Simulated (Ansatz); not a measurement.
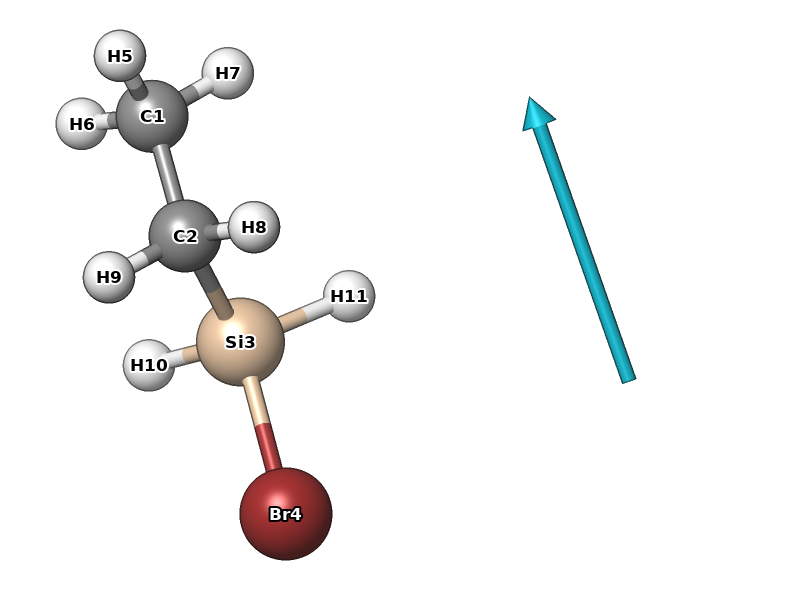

The arrow beside the molecule shows the direction of the dipole moment, from the negative to the positive end (its length means nothing). The geometry was computed by an optimisation with PBE-D4/def2-SVP. No frequency run is at hand to confirm it as a minimum. Properties computed with RKS PBE-D4/def2-SVP (Ansatz 0.2.0).

**Estimate the dipole moment.**

2.02 D; it points from the side of Br4 to the side of H5 (the outermost atoms at the two ends).
